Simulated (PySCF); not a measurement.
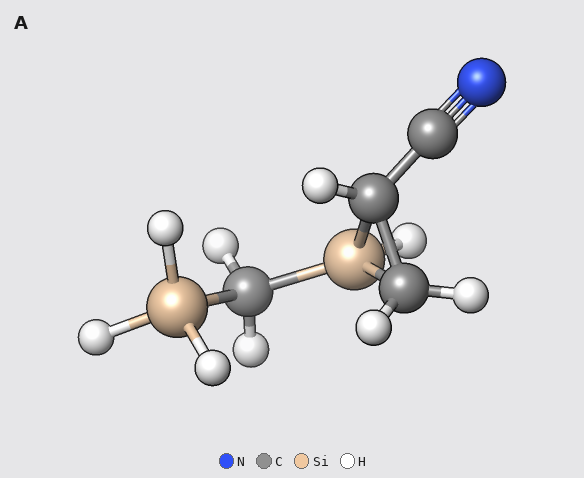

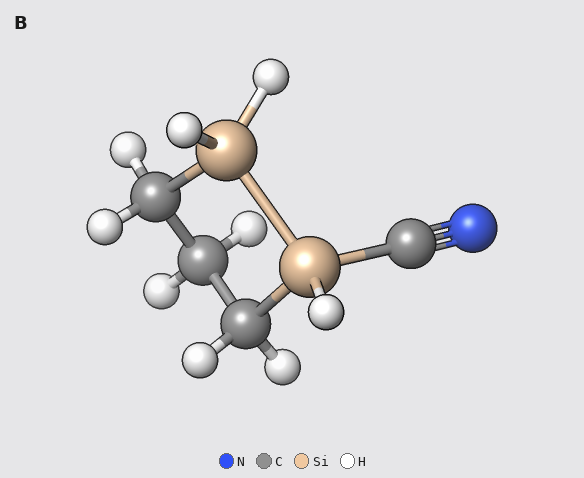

2 stationary structures of one formula. Geometries: PBE0-D3(BJ)/def2-SVP. Electronic energies: PBE0-D3(BJ)/def2-SVP (PySCF 2.14.0), without zero-point energy. No frequency run is at hand to confirm each as a minimum. Each is one conformer, not always the lowest.

Rank them by energy, lowest first.

Answer. B is lowest; A lies 1.326 eV above it. A is `N#C[C@@H]1C[Si@H]1C[SiH3]`, B is `N#C[Si@@H]1CCC[SiH2]1`.

Give E(B) − E(A) in eV at these levels too: PBE0/def2-SVPD; HF/pcSseg-1; PBE0-D3(BJ)/def2-SVP; PBE0/pcSseg-1.

```csv
level,E(B) − E(A) (eV)
PBE0/def2-SVPD,−1.320
HF/pcSseg-1,−1.353
PBE0-D3(BJ)/def2-SVP,−1.326
PBE0/pcSseg-1,−1.320
```
